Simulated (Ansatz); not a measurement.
## Electronic structure of CH4AlBO in real space

Input

```
crystal:
  periodic: [false, false, false]
  atoms:
    - { symbol: C, position_ang: [-0.2375, 1.2041, -0.3208] }
    - { symbol: B, position_ang: [0.5439, 0.0618, 0.3085] }
    - { symbol: O, position_ang: [1.6337, -0.9207, 0.225] }
    - { symbol: Al, position_ang: [0.3979, -1.9715, 0.6602] }
    - { symbol: H, position_ang: [0.3638, 2.1366, -0.4517] }
    - { symbol: H, position_ang: [-1.1499, 1.5046, 0.3195] }
    - { symbol: H, position_ang: [-0.6261, 0.9442, -1.3295] }
    - { symbol: H, position_ang: [-0.8336, -3.0162, 0.5329] }
basis:
  gaussian: { orbitals: def2-SVP }
hamiltonian:
  xc: pbe0
  dispersion: d4
relax:
  f_tol: 0.02
  max_steps: 40
output:
  orbitals: {}
```

Launched as:

```sh
ansatz run input.yaml --threads 1 --pin off --max-ram 2048MiB --backend cpu --events-out ev --progress --plain --runs-dir out
```

The fields are those of the relaxed geometry.

All numbers below come from RKS PBE0-D4/def2-SVP in Ansatz 0.2.0.

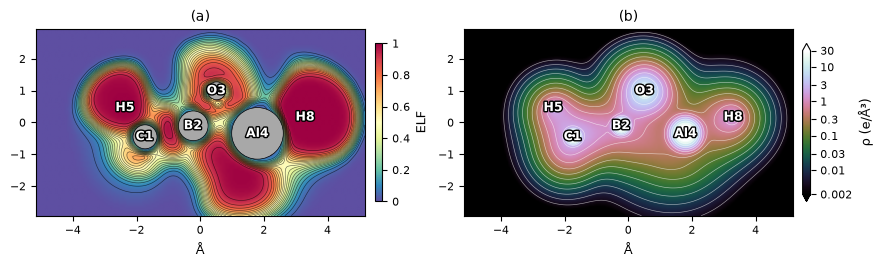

Figure 1. (a) ELF; (b) total electron density on the plane of atoms C1, B2 and Al4. Grey discs cover the atomic cores in the ELF map.

> What does the map show?

The plane passes through C, B, O, Al and H nuclei. B–O (1.32 Å): the density is about 2.4 e/Å³ at the midpoint; the ELF peaks at about 0.90 between the atoms (a shared but strongly polarised pair). C–B (1.55 Å): ρ at the midpoint is about 1.4 e/Å³; the ELF peaks at about 1 between the atoms; a covalent bond. Al–O (1.85 Å): ρ at the midpoint is about 0.61 e/Å³; the ELF peaks at about 0.85 in the valence shell of O, 0.6 Å from its nucleus, and is about 0.35 at the midpoint. Al–B (2.03 Å): ρ at the midpoint is about 0.49 e/Å³; the ELF peaks at about 0.60 in the valence shell of B, 0.9 Å from its nucleus, and is about 0.50 at the midpoint. C–H (1.10 Å): ρ at the midpoint is about 1.9 e/Å³; the ELF climbs to about 1 towards the hydrogen, as it does in any bond to H: a covalent bond by its length. The ELF also peaks beside Al4 and O3, away from the bonds: lone-pair regions.

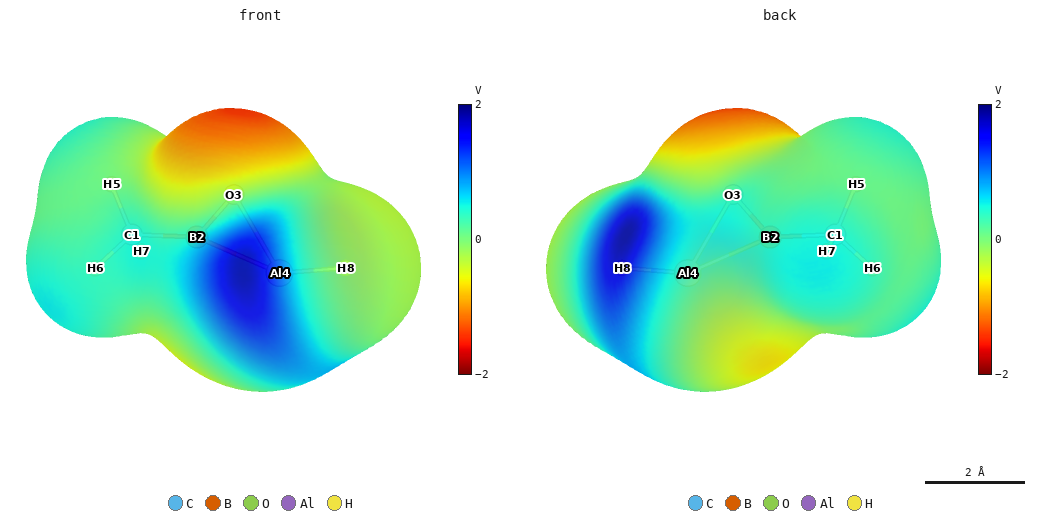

Figure 2. The electrostatic potential painted on the density surface at 0.001 e/bohr³, seen from the front and from behind; red is negative and blue positive.

> Where is the surface potential most negative and most positive?

The most negative region (about −1.4 V) lies over O3, the most positive (about +1.8 V) over Al4. O3 is the likeliest acceptor of a hydrogen bond.

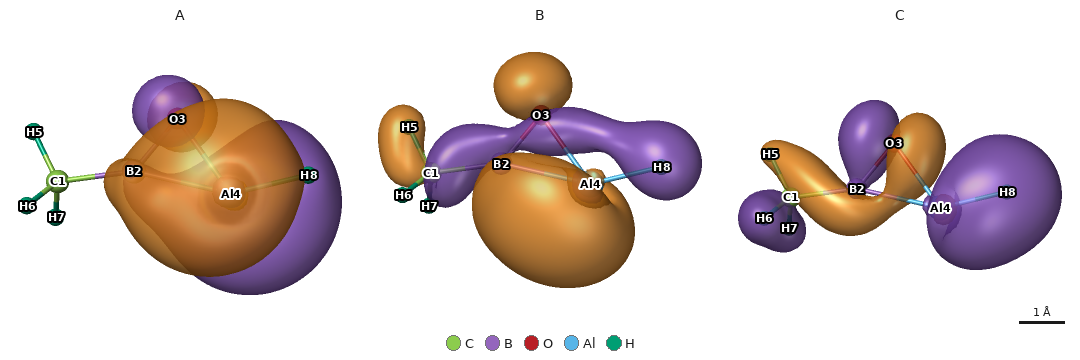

Figure 3. Three frontier orbitals at ±0.08 Å⁻³ᐟ² (orange and purple are the two phases), in no order.

> Which picture is the HOMO−1, the HOMO and the LUMO?

C is the HOMO−1 (−9.56 eV). It lies mainly on H8 (about 35 %), Al4 (about 30 %), O3 (about 20 %), C1 (about 5 %) and B2 (about 5 %). B is the HOMO (−5.86 eV). By Hirshfeld shares it lies mainly on Al4 (about 45 %), B2 (about 25 %) and O3 (about 20 %). A is the LUMO (−1.36 eV). It lies mainly on Al4 (about 75 %), O3 (about 10 %) and B2 (about 10 %).

> What is the HOMO–LUMO gap?

4.50 eV between the orbital energies.

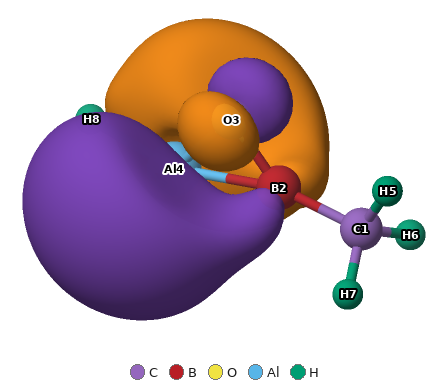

Figure 4. One frontier orbital at ±0.08 Å⁻³ᐟ² (orange and purple are the two phases), seen at an oblique angle.

> Which orbital is it: HOMO or LUMO?

The LUMO, at −1.36 eV. It lies mainly on Al4 (about 75 %), O3 (about 10 %) and B2 (about 10 %).
